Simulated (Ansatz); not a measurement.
# AlBH (doublet): one geometry, many settings at distance B1–H3 = 2.649 Å

Aim: run AlBH (doublet) at one geometry under a spread of methods and options, and see what each costs and gives.

Computed with Ansatz 0.2.0, Gaussian basis. Level: the settings change from run to run.

19 further runs of the same task are left out: 4 for a mislabelled method, 12 that didn't finish, 3 set aside as unsound or not needed.

## 1. The geometry

The geometry derives from a PBE0/def2-TZVP stationary point (not a proven minimum). One bond is set to the value named and the two fragments are kept rigid.

3 atoms, charge 0, spin multiplicity 2.

Atoms are counted from 1 here; the program's logs count them from 0.

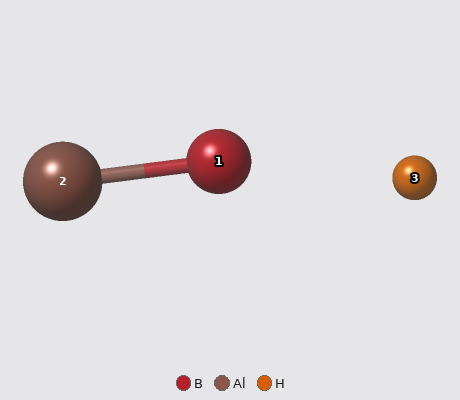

The geometry (boron red, aluminium brown, hydrogen orange); atoms are numbered from 1 in the order of the file.

## 2. FCI/STO-3G

Contents of in.yaml:

```yaml
crystal:
  periodic: [false, false, false]
  atoms:
    - {symbol: B, position_ang: [0.000000, -0.179950, -0.161850]}
    - {symbol: Al, position_ang: [0.000000, -0.121319, -2.281225]}
    - {symbol: H, position_ang: [0.000000, 0.301269, 2.443074]}
basis:
  gaussian: {orbitals: STO-3G}
magnetization: {spin_polarized: false, initial_magnetization: 1}
correlation: {method: fci, electrons: valence}
output: {forces: true}
```

Command:

```console
ansatz run in.yaml --threads 1 --pin off --events-out ev --progress --plain --max-ram 2393MiB
```

Standard output:

```text
Functional definition: HF
  name "HF"
  cite "Fock, Z. Phys. 61, 126 (1930) doi:10.1007/BF01340294"
  parent pbe
  exchange = exact_x
  correlation = 0
236 factors; integrals over basis functions are off by at most 3.5e-8 eV
mean field evaluation 1: about -7165.2723 eV, gradient 8.5e0 eV
mean field evaluation 2: about -7165.2941 eV, gradient 8.4e0 eV
mean field evaluation 4: about -7170.3037 eV, gradient 5.8e0 eV
mean field evaluation 8: about -7171.2995 eV, gradient 2.2e0 eV
mean field evaluation 16: about -7171.4922 eV, gradient 7.5e-6 eV
mean field evaluation 32: about -7168.7029 eV, gradient 6.2e0 eV
mean field evaluation 64: about -7171.3684 eV, gradient 1.5e0 eV
mean field -7171.49223076 eV, -263.5474784683 hartree, gradient 7.5e-6 eV, S^2 0.750000; 3 other end points of the search recorded, 0 dependent functions left out
unrestricted determinant -7173.04392356 eV, -263.6045021271 hartree, S^2 1.6969
6 core orbitals not correlated: weight in the atoms' cores, before any rotation towards them, 1.000 or more for the frozen orbitals, at most 0.000 for the correlated occupied ones
reference -7171.49223076 eV, -263.5474784683 hartree; 4, 3 occupied and 5, 6 virtual orbitals, 236 factors
state -7174.92804908 eV, -263.6737424628 hartree
the calculation of the forces begins
Total energy: -7174.92804908 eV, -263.6737424628 hartree
Atom 0 at     0.000000    -0.179950    -0.161850 Å, force     0.000000     0.146561     0.439670 eV/Å
Atom 1 at     0.000000    -0.121319    -2.281225 Å, force    -0.000000     0.002567     0.431458 eV/Å
Atom 2 at     0.000000     0.301269     2.443074 Å, force    -0.000000    -0.149128    -0.871128 eV/Å
Dipole moment:    -0.000000     0.000968    -0.519230 e Å
```

Run time: 0.81 s. Hardware: 1 thread of Arm Neoverse N1, shared host.

From the report: 5,292 determinants, symmetry A'.

## 3. MRCISD+Q(1,9)/6-31G

Edit in.yaml of step 2 so:

```diff
@@ -7,5 +7,5 @@
 basis:
-  gaussian: {orbitals: STO-3G}
+  gaussian: {orbitals: 6-31G}
 magnetization: {spin_polarized: false, initial_magnetization: 1}
-correlation: {method: fci, electrons: valence}
-output: {forces: true}
+correlation: {method: fic_mrcisd_q, electrons: outside_noble_gas, active_space: {window: {electrons: 1, orbitals: 9}}}
+scf: {lower_state_search: full}
```

The command is unchanged.

Standard output, cut to the lines that bear on the results:

```text
Functional definition: HF
  name "HF"
  cite "Fock, Z. Phys. 61, 126 (1930) doi:10.1007/BF01340294"
  parent pbe
[...]
296 factors; integrals over basis functions are off by at most 1.1e-4 eV
[...]
mean field -7261.39353250 eV, -266.8512903702 hartree, gradient 2.9e-6 eV, S^2 0.750000; 19 other end points of the search recorded, 0 dependent functions left out
reference -7261.39353250 eV, -266.8512903702 hartree; 10, 9 occupied and 14, 15 virtual orbitals, 296 factors
state -7261.39353250 eV, -266.8512903702 hartree
contracted CI cycle   1: correlation 0.00000000 eV, 0.0000000000 hartree, residual 7.84e0 eV
contracted CI cycle   2: correlation -2.17200333 eV, -0.0798196500 hartree, residual 2.47e0 eV
contracted CI cycle   3: correlation -2.42746247 eV, -0.0892076004 hartree, residual 1.16e0 eV
contracted CI cycle   4: correlation -2.47454677 eV, -0.0909379165 hartree, residual 5.06e-1 eV
contracted CI cycle   5: correlation -2.48613611 eV, -0.0913638170 hartree, residual 2.73e-1 eV
[...]
contracted CI cycle  10: correlation -3.58349540 eV, -0.1316910270 hartree, residual 7.68e-3 eV
contracted CI cycle  11: correlation -3.58349807 eV, -0.1316911251 hartree, residual 4.10e-3 eV
contracted CI cycle  12: correlation -3.58349887 eV, -0.1316911545 hartree, residual 2.06e-3 eV
contracted CI cycle  13: correlation -3.58349905 eV, -0.1316911612 hartree, residual 9.19e-4 eV
contracted CI cycle  14: correlation -3.58349908 eV, -0.1316911623 hartree, residual 3.23e-4 eV
contracted CI cycle  15: correlation -3.58349909 eV, -0.1316911624 hartree, residual 1.21e-4 eV
state -7261.16133737 eV, -266.8427573564 hartree; corrected -7265.79058843 eV, -267.0128791951 hartree
state -7261.16133737 eV, -266.8427573564 hartree; corrected -7265.79058843 eV, -267.0128791951 hartree
WARN: 8 active orbitals are nearly empty or full. The corrections depend on them more than the energy does, and are more stable in an active space without them
WARN: the results are in doubt because another end's mean lies 0.232 eV lower, and its corrected mean 1.470 eV higher
Total energy: -7265.79058843 eV, -267.0128791951 hartree
In doubt: another end's mean lies 0.232 eV lower, and its corrected mean 1.470 eV higher
```

It took 11 s on 1 thread of Arm Neoverse N1, shared host; peak memory 0.3 GiB.

From the report: 6 determinants; active occupations 1.00, 0.00, 0.00, 0.00, 0.00, 0.00, 0.00, 0.00, 0.00. Mind the lines of doubt at the end of the log.

## 4. NEVPT4(SD)(5,7)/6-31G

Edit in.yaml of step 3 so:

```diff
@@ -9,3 +9,3 @@
 magnetization: {spin_polarized: false, initial_magnetization: 1}
-correlation: {method: fic_mrcisd_q, electrons: outside_noble_gas, active_space: {window: {electrons: 1, orbitals: 9}}}
-scf: {lower_state_search: full}
+correlation: {method: fic_nevpt4_sd, electrons: valence, active_space: {window: {electrons: 5, orbitals: 7}}}
+scf: {lower_state_search: light}
```

Launched as before.

Standard output, cut to the lines that bear on the results:

```text
Functional definition: HF
  name "HF"
  cite "Fock, Z. Phys. 61, 126 (1930) doi:10.1007/BF01340294"
  parent pbe
[...]
296 factors; integrals over basis functions are off by at most 1.1e-4 eV
[...]
mean field -7261.39353250 eV, -266.8512903702 hartree, gradient 2.9e-6 eV, S^2 0.750000; 13 other end points of the search recorded, 0 dependent functions left out
reference -7261.39353250 eV, -266.8512903702 hartree; 10, 9 occupied and 14, 15 virtual orbitals, 296 factors
state -7264.23615981 eV, -266.9557549970 hartree
state -7264.23615981 eV, -266.9557549970 hartree; corrected -7265.36709266 eV, -266.9973160125 hartree
state -7264.13233915 eV, -266.9519396579 hartree
state -7264.13233915 eV, -266.9519396579 hartree; corrected -7265.40726672 eV, -266.9987923821 hartree
state -7264.13233915 eV, -266.9519396579 hartree; corrected -7265.40726672 eV, -266.9987923821 hartree
WARN: the results are in doubt because another end's mean lies 0.104 eV lower, and its corrected mean 0.040 eV higher
Total energy: -7265.40726672 eV, -266.9987923821 hartree
In doubt: another end's mean lies 0.104 eV lower, and its corrected mean 0.040 eV higher
```

Wall time 11 s (1 thread of Arm Neoverse N1, shared host).

From the report: 390 determinants; active occupations 1.89, 1.51, 0.99, 0.49, 0.05, 0.05, 0.01. Mind the lines of doubt at the end of the log.

## 5. MP2 on UHF/6-31++G**

Contents of in.yaml:

```yaml
crystal:
  periodic: [false, false, false]
  atoms:
    - {symbol: B, position_ang: [0.000000, -0.179950, -0.161850]}
    - {symbol: Al, position_ang: [0.000000, -0.121319, -2.281225]}
    - {symbol: H, position_ang: [0.000000, 0.301269, 2.443074]}
basis:
  gaussian: {orbitals: "6-31++G**"}
magnetization: {spin_polarized: true, initial_magnetization: 1}
correlation: {method: mp2, electrons: all}
output: {forces: true}
```

The command is unchanged.

Standard output, cut to the lines that bear on the results:

```text
Functional definition: HF
  name "HF"
  cite "Fock, Z. Phys. 61, 126 (1930) doi:10.1007/BF01340294"
  parent pbe
[...]
399 factors; integrals over basis functions are off by at most 1.4e-3 eV
[...]
mean field -7263.66446107 eV, -266.9347454557 hartree, gradient 1.7e-9 eV, S^2 2.022250; 28 other end points of the search recorded, 0 dependent functions left out
reference -7263.66446107 eV, -266.9347454557 hartree; 10, 9 occupied and 38, 39 virtual orbitals, 399 factors
second order -2.39070397 eV of doubles, -0.00000000 eV of singles
[...]
Total energy: -7266.05516504 eV, -267.0226022060 hartree
Atom 0 at     0.000000    -0.179950    -0.161850 Å, force    -0.000000     0.041649     1.060163 eV/Å
Atom 1 at     0.000000    -0.121319    -2.281225 Å, force     0.000000     0.025213    -0.668657 eV/Å
Atom 2 at     0.000000     0.301269     2.443074 Å, force     0.000000    -0.066861    -0.391506 eV/Å
Dipole moment:     0.067630    -0.125943    -0.209209 e Å
```

It took 10 s on 1 thread of Arm Neoverse N1, shared host.

From the report: ⟨S²⟩ of the determinant 2.022 (pure doublet: 0.75). The determinant is far from a pure spin state, so its energy mixes those of several spin states (harmless only where they are near-degenerate, as at dissociation).

## 6. NEVPT4(SD)(1,7)/6-31G

Contents of in.yaml:

```yaml
crystal:
  periodic: [false, false, false]
  atoms:
    - {symbol: B, position_ang: [0.000000, -0.179950, -0.161850]}
    - {symbol: Al, position_ang: [0.000000, -0.121319, -2.281225]}
    - {symbol: H, position_ang: [0.000000, 0.301269, 2.443074]}
basis:
  gaussian: {orbitals: 6-31G}
magnetization: {spin_polarized: false, initial_magnetization: 1}
correlation: {method: fic_nevpt4_sd, electrons: valence, active_space: {window: {electrons: 1, orbitals: 7}, states: [{multiplicity: 2, weights: [0.5, 1, 1]}]}}
scf: {lower_state_search: off}
```

Same command.

Standard output, cut to the lines that bear on the results:

```text
Functional definition: HF
  name "HF"
  cite "Fock, Z. Phys. 61, 126 (1930) doi:10.1007/BF01340294"
  parent pbe
[...]
494 factors; integrals over basis functions are off by at most 1.9e-7 eV
[...]
mean field -7261.13879431 eV, -266.8419289143 hartree, gradient 1.2e-6 eV, S^2 0.750000; 0 other end points of the search recorded, 0 dependent functions left out
reference -7261.13879431 eV, -266.8419289143 hartree; 10, 9 occupied and 14, 15 virtual orbitals, 494 factors
state -7261.05646977 eV, -266.8389035430 hartree
state -7261.04655816 eV, -266.8385392984 hartree
state -7259.83397886 eV, -266.7939778311 hartree
state -7261.05646977 eV, -266.8389035430 hartree; corrected -7264.62539552 eV, -266.9700591455 hartree
state -7261.04655816 eV, -266.8385392984 hartree; corrected -7264.62792533 eV, -266.9701521142 hartree
state -7259.83397886 eV, -266.7939778311 hartree; corrected -7263.48896949 eV, -266.9282962589 hartree
WARN: 4 active orbitals are nearly empty or full. The corrections depend on them more than the energy does, and are more stable in an active space without them
Total energy: -7264.17183703 eV, -266.9533911784 hartree
Checks for a lower state left out: stability, starts, cluster_reference, orbital_swaps, neighbouring_geometries, increment
```

Wall time 1.7 s (1 thread of Arm Neoverse N1, shared host).

From the report: 5 determinants; active occupations (of the averaged states) 0.40, 0.40, 0.20, 0.00, 0.00, 0.00, 0.00. The report marks this result as in doubt.

## 7. CASSCF(1,10)/def2-mTZVP

Contents of in.yaml:

```yaml
crystal:
  periodic: [false, false, false]
  atoms:
    - {symbol: B, position_ang: [0.000000, -0.179950, -0.161850]}
    - {symbol: Al, position_ang: [0.000000, -0.121319, -2.281225]}
    - {symbol: H, position_ang: [0.000000, 0.301269, 2.443074]}
basis:
  gaussian: {orbitals: def2-mTZVP, point_charges: [{charge: 0.50, position_ang: [3.750, 0.324, -0.761]}]}
magnetization: {spin_polarized: false, initial_magnetization: 1}
correlation: {active_space: {window: {electrons: 1, orbitals: 10}, states: [{multiplicity: 2, weights: [1, 1, 1]}], root: 2}}
```

Launched as before.

Standard output, cut to the lines that bear on the results:

```text
Functional definition: HF
  name "HF"
  cite "Fock, Z. Phys. 61, 126 (1930) doi:10.1007/BF01340294"
  parent pbe
[...]
689 factors; integrals over basis functions are off by at most 2.5e-7 eV
[...]
mean field -7262.66496659 eV, -266.8980147112 hartree, gradient 1.3e-6 eV, S^2 0.750000; 17 other end points of the search recorded, 0 dependent functions left out
reference -7262.66496659 eV, -266.8980147112 hartree; 10, 9 occupied and 34, 35 virtual orbitals, 689 factors
state -7262.21004172 eV, -266.8812965303 hartree
state -7262.06583943 eV, -266.8759971940 hartree
state -7260.82912977 eV, -266.8305489525 hartree
Total energy: -7260.82912977 eV, -266.8305489525 hartree
```

It took 4 s on 1 thread of Arm Neoverse N1, shared host.

From the report: 10 determinants; active occupations (of the averaged states) 0.33, 0.33, 0.33, 0.00, 0.00, 0.00, 0.00, 0.00, 0.00, 0.00.

## 8. NEVPT2(1,7)/cc-pVDZ

Contents of in.yaml:

```yaml
crystal:
  periodic: [false, false, false]
  atoms:
    - {symbol: B, position_ang: [0.000000, -0.179950, -0.161850]}
    - {symbol: Al, position_ang: [0.000000, -0.121319, -2.281225]}
    - {symbol: H, position_ang: [0.000000, 0.301269, 2.443074]}
basis:
  gaussian: {orbitals: cc-pVDZ, fitting: {mean_field: def2-universal-jkfit}}
magnetization: {spin_polarized: false, initial_magnetization: 1}
correlation: {method: sc_nevpt2, electrons: all, active_space: {window: {electrons: 1, orbitals: 7}}}
```

Same command.

Standard output, cut to the lines that bear on the results:

```text
Functional definition: HF
  name "HF"
  cite "Fock, Z. Phys. 61, 126 (1930) doi:10.1007/BF01340294"
  parent pbe
[...]
221 factors; integrals over basis functions are off by at most 6.0e-1 eV
[...]
mean field -7262.46597676 eV, -266.8907019698 hartree, gradient 8.4e-7 eV, S^2 0.750000; 15 other end points of the search recorded, 0 dependent functions left out
reference -7262.46597676 eV, -266.8907019698 hartree; 10, 9 occupied and 27, 28 virtual orbitals, 221 factors
state -7262.46597676 eV, -266.8907019698 hartree
state -7262.46597676 eV, -266.8907019698 hartree; corrected -7265.06483280 eV, -266.9862081675 hartree
state -7262.23350601 eV, -266.8821588272 hartree
state -7262.23350601 eV, -266.8821588272 hartree; corrected -7265.54322293 eV, -267.0037886806 hartree
state -7262.23350601 eV, -266.8821588272 hartree; corrected -7265.54322293 eV, -267.0037886806 hartree
WARN: 6 active orbitals are nearly empty or full. The corrections depend on them more than the energy does, and are more stable in an active space without them
WARN: the results are in doubt because another end's mean lies 0.232 eV lower, and its corrected mean 0.478 eV higher
Total energy: -7265.54322293 eV, -267.0037886806 hartree
In doubt: another end's mean lies 0.232 eV lower, and its corrected mean 0.478 eV higher
```

Wall time 6.5 s (1 thread of Arm Neoverse N1, shared host).

From the report: 5 determinants; active occupations 1.00, 0.00, 0.00, 0.00, 0.00, 0.00, 0.00. The program marks this result as in doubt; its last lines say why.

## 9. HF/STO-3G

Contents of in.yaml:

```yaml
crystal:
  periodic: [false, false, false]
  atoms:
    - {symbol: B, position_ang: [0.000000, -0.179950, -0.161850]}
    - {symbol: Al, position_ang: [0.000000, -0.121319, -2.281225]}
    - {symbol: H, position_ang: [0.000000, 0.301269, 2.443074]}
basis:
  gaussian: {orbitals: STO-3G}
magnetization: {spin_polarized: true, initial_magnetization: 1}
hamiltonian: {xc: hf}
output: {forces: true, orbitals: {seedname: orbitals}}
```

The command is unchanged.

Standard output, cut to the lines that bear on the results:

```text
Functional definition: HF
  name "HF"
  cite "Fock, Z. Phys. 61, 126 (1930) doi:10.1007/BF01340294"
  parent pbe
[...]
165 factors; integrals over basis functions are off by at most 1.6e-4 eV
[...]
mean field -7173.04383532 eV, -263.6044988842 hartree, gradient 4.4e-6 eV, S^2 1.696884; 11 other end points of the search recorded, 0 dependent functions left out
[...]
reference -7173.04383532 eV, -263.6044988842 hartree; 10, 9 occupied and 5, 6 virtual orbitals, 165 factors
Total energy: -7173.04383532 eV, -263.6044988842 hartree
Atom 0 at     0.000000    -0.179950    -0.161850 Å, force     0.000000     0.076453    -0.212344 eV/Å
Atom 1 at     0.000000    -0.121319    -2.281225 Å, force    -0.000000    -0.010100     0.600167 eV/Å
Atom 2 at     0.000000     0.301269     2.443074 Å, force     0.000000    -0.066353    -0.387823 eV/Å
Dipole moment:    -0.000000     0.003282    -0.415009 e Å
```

Run time: 0.6 s. Hardware: 1 thread of Arm Neoverse N1, shared host.

From the report: ⟨S²⟩ of the determinant 1.697 (pure doublet: 0.75). The determinant is far from a pure spin state, so its energy mixes those of several spin states (harmless only where they are near-degenerate, as at dissociation).

## 10. CCSDT(Q)/B on ROHF/6-31G*

Contents of in.yaml:

```yaml
crystal:
  periodic: [false, false, false]
  atoms:
    - {symbol: B, position_ang: [0.000000, -0.179950, -0.161850]}
    - {symbol: Al, position_ang: [0.000000, -0.121319, -2.281225]}
    - {symbol: H, position_ang: [0.000000, 0.301269, 2.443074]}
basis:
  gaussian: {orbitals: "6-31G*"}
magnetization: {spin_polarized: false, initial_magnetization: 1}
correlation: {method: ccsdt_q_b, electrons: outside_noble_gas}
accuracy: high
```

Launched as before.

Standard output, cut to the lines that bear on the results:

```text
Functional definition: HF
  name "HF"
  cite "Fock, Z. Phys. 61, 126 (1930) doi:10.1007/BF01340294"
  parent pbe
[...]
647 factors; integrals over basis functions are off by at most 3.5e-9 eV
[...]
mean field -7261.82328850 eV, -266.8670836117 hartree, gradient 6.6e-9 eV, S^2 0.750000; 16 other end points of the search recorded, 0 dependent functions left out
[...]
determinant -7261.82328850 eV, -266.8670836117 hartree, with singles and doubles -7265.37722824 eV, -266.9976884883 hartree
determinant -7261.50171731 eV, -266.8552660886 hartree, with singles and doubles -7266.44667893 eV, -267.0369900761 hartree
determinant -7261.48066069 eV, -266.8544922718 hartree, with singles and doubles -7266.44393394 eV, -267.0368891998 hartree
determinant -7261.47219988 eV, -266.8541813431 hartree, with singles and doubles -7265.65357510 eV, -267.0078440480 hartree
[...]
determinant -7261.48066069 eV, -266.8544922718 hartree, with singles and doubles -7266.47993639 eV, -267.0382122655 hartree
determinant -7261.09946466 eV, -266.8404835763 hartree, with singles and doubles -7266.43684334 eV, -267.0366286249 hartree
determinant -7261.09946466 eV, -266.8404835763 hartree, with singles and doubles -7266.47766586 eV, -267.0381288249 hartree
unrestricted determinant -7263.56795952 eV, -266.9311990890 hartree, S^2 2.0410
6 core orbitals not correlated: weight in the atoms' cores, before any rotation towards them, 1.000 or more for the frozen orbitals, at most 0.000 for the correlated occupied ones
reference -7261.48066069 eV, -266.8544922718 hartree; 4, 3 occupied and 26, 27 virtual orbitals, 647 factors
second order -3.25047521 eV of doubles, -0.04523674 eV of singles
cycle   1  -4.07969312 eV  change   -7.8e-1 eV  update   1.7e-1
[...]
cycle  96  -5.37671147 eV  change  -2.0e-10 eV  update  2.4e-10
perturbative correction -0.02417557 eV, -0.0008884358 hartree
Total energy: -7266.88154773 eV, -267.0529712097 hartree
```

It took 43 s on 1 thread of Arm Neoverse N1, shared host.

From the report: correlation -5.4009 eV; T1 0.085; largest double amplitude 0.42.

## 11. The runs in one table

Where basis and cores are those of an earlier FCI/6-31G run (-7265.5462 eV), and the state is the same kind, the miss against it is given. † marks a result that the program doubts.

```csv
level,correlated,functions,energy (eV),from FCI (meV),time
FCI/STO-3G,valence,15,-7174.9280,,0.81 s
"MRCISD+Q(1,9)/6-31G †",outside noble gas,24,-7265.7906,-244.4,11 s
"NEVPT4(SD)(5,7)/6-31G †",valence,24,-7265.4073,,11 s
MP2 on UHF/6-31++G**,all,48,-7266.0552,,10 s
"NEVPT4(SD)(1,7)/6-31G (mean of several states) †",valence,24,-7264.1718,,1.7 s
"CASSCF(1,10)/def2-mTZVP (excited root 2 of an average, beside a point charge)",,44,-7260.8291,,4 s
"NEVPT2(1,7)/cc-pVDZ †",all,37,-7265.5432,,6.5 s
HF/STO-3G,,15,-7173.0438,,0.6 s
CCSDT(Q)/B on ROHF/6-31G*,outside noble gas,36,-7266.8815,,43 s
```

## 12. Outcome

```
quantity                            value
    runs                                9
quickest                 HF/STO-3G, 0.6 s
 slowest  CCSDT(Q)/B on ROHF/6-31G*, 43 s
```

Total energies in different bases, with other cores or another treatment of relativity can't be set against each other. CCSDT(Q)/B on ROHF/6-31G* took 72 times as long as HF/STO-3G; the jobs differ in more than the method.
